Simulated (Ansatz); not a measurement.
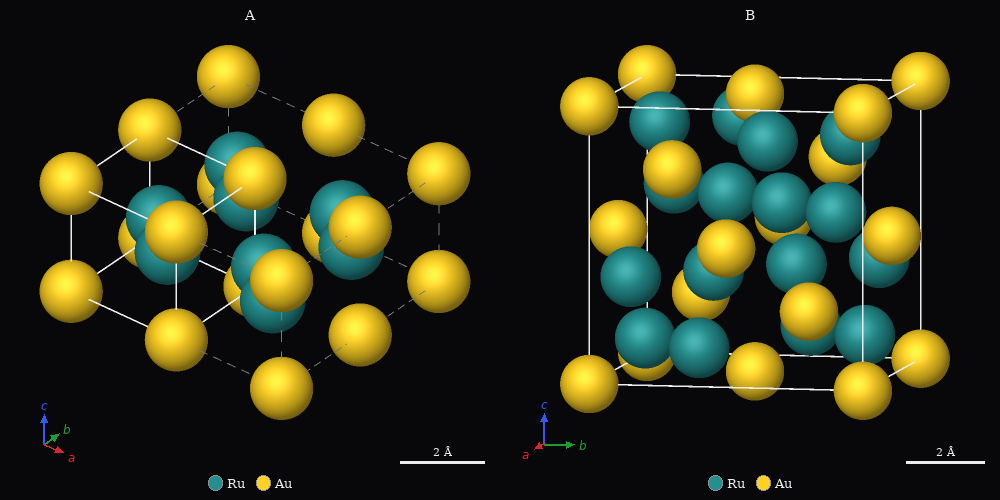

Two structures of Ru2Au, each relaxed to rest (conventional cells in solid outline, small ones repeated, not to one scale). Method: DFT PBE, scalar-relativistic, plane waves, PAW (Ansatz), without spin polarisation.

**Characterise the two forms.**

A: AlB₂ type, P6/mmm. B: cubic Laves phase (C15, MgCu₂ type), Fd-3m.

**Compare their energies: which is lower?**

A is lower, by 184 meV/atom at this level of theory (energies at zero smearing). Volumes: A 15.4, B 15.9 Å³/atom.

One or both may be structure types tried for this composition rather than known phases.
